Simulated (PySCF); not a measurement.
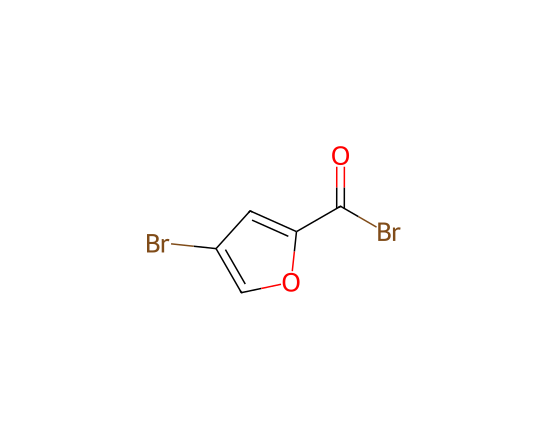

**Transcribe the drawing into SMILES.**

O=C(Br)c1cc(Br)co1

**Give the formula, hydrogens included.**

C5H2Br2O2.

**An optimisation with GFN2-xTB gave a structure of which point group?**

Cs. Other conformers may differ.

More results for the same structure follow; atom numbers are the same in all pictures, views and colours differ. Computed geometry: GFN2-xTB optimisation. No frequency run is at hand to confirm it as a minimum.

## Shape

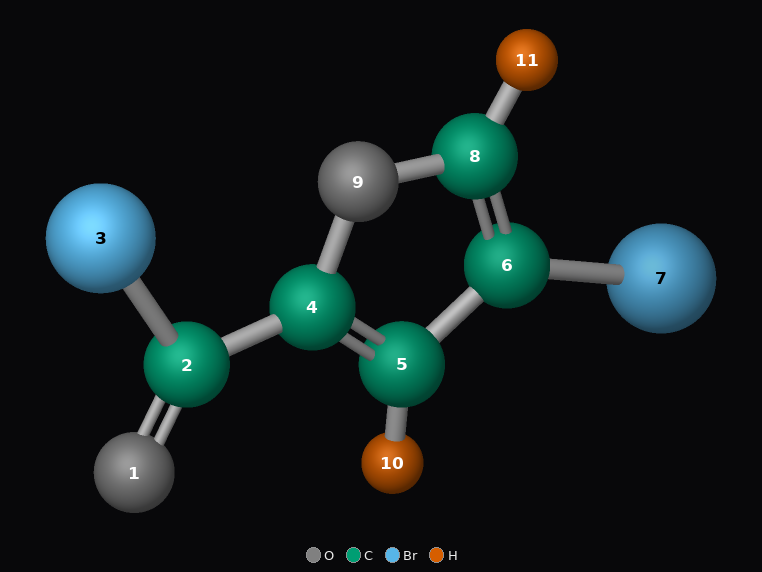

Numbered structure. No frequency run is at hand to confirm it as a minimum.

**How are the neighbours of atom 6 arranged?**

C6 has 3 neighbours (C5 at 1.41, Br7 at 1.87, C8 at 1.37 Å); the arrangement is trigonal planar.

**Describe the coordination of atom 8.**

C8 has 3 neighbours (C6 at 1.37, O9 at 1.33, H11 at 1.07 Å); the arrangement is trigonal planar.

**What is the geometry at C4?**

C4 has 3 neighbours (C2 at 1.44, C5 at 1.38, O9 at 1.35 Å); the arrangement is trigonal planar.

**Describe the coordination of atom 5.**

C5 has 3 neighbours (C4 at 1.38, C6 at 1.41, H10 at 1.07 Å); the arrangement is trigonal planar.

**Which bond is the longest?**

C2–Br3, 1.960 Å.

**What is the dihedral angle Br7–C6–C8–O9?**

180° in size, that is anti.

## Dipole moment

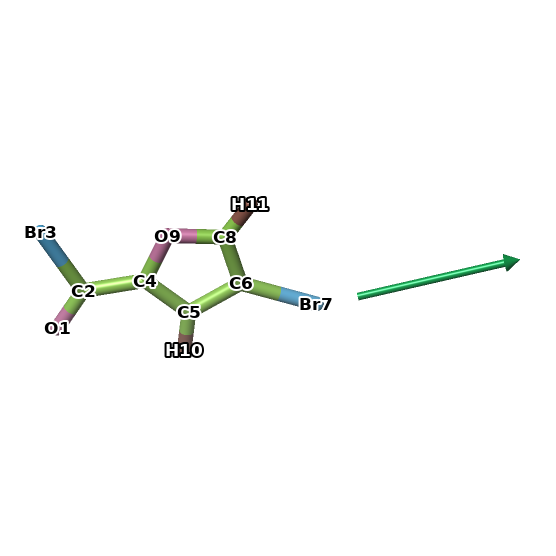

The arrow beside the molecule shows the direction of the dipole moment, from the negative to the positive end (its length means nothing). No frequency run is at hand to confirm it as a minimum. Method: CAM-B3LYP/def2-SVPD, gas phase (PySCF 2.14.0).

**Estimate the dipole moment.**

3.35 D; it points from the side of O1 to the side of Br7 (the outermost atoms at the two ends).

## Excitation

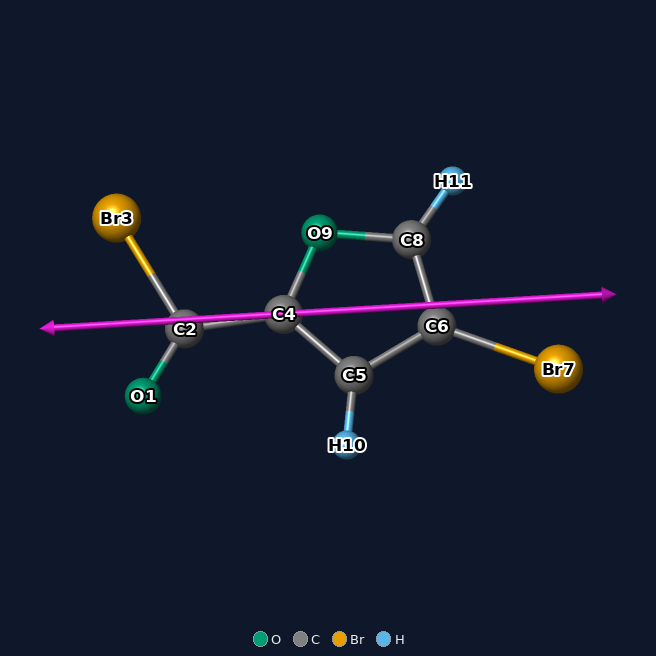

The double arrow shows the direction of the transition dipole to excited singlet state 2 (its length means nothing). No frequency run is at hand to confirm it as a minimum. Level of theory: TDDFT CAM-B3LYP/def2-SVPD, vertical, gas phase, core orbitals frozen in the response (PySCF 2.14.0).

**How is the transition polarised?**

In the molecular plane, nearly parallel to the C2–C4 bond.

**Give its energy, strength and character.**

4.77 eV (260 nm), oscillator strength 0.31, mainly HOMO → LUMO (weight 0.95); transition dipole 4.15 D.

## Polarisability

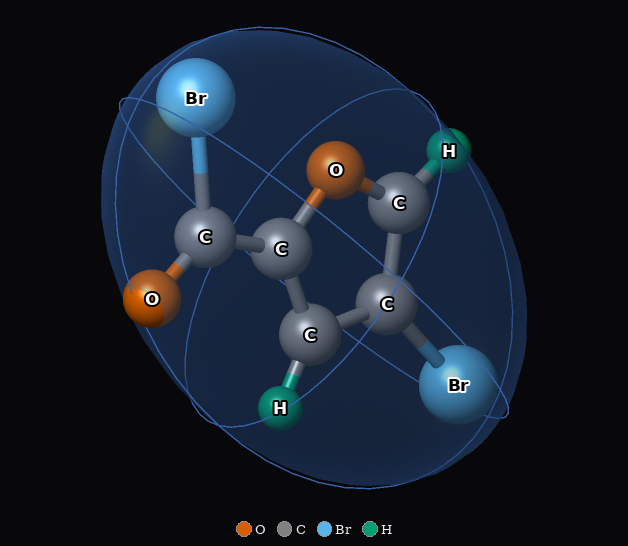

The ellipsoid shows the static dipole polarisability: its half-axes are proportional to the principal values. No frequency run is at hand to confirm it as a minimum. Method: CAM-B3LYP/def2-SVPD (PySCF 2.14.0).

**Give the principal values, the mean and the anisotropy.**

Principal values 67.0, 104.1, 164.3 bohr³; mean 111.8 bohr³ (16.57 Å³); anisotropy 85.1 bohr³, so the longest axis is 2.45 times the shortest.

The geometry is semi-empirical. Around Br such bond lengths and angles can be off by a tenth of an ångström or more and by several degrees, and values that hang on the shape move with them.
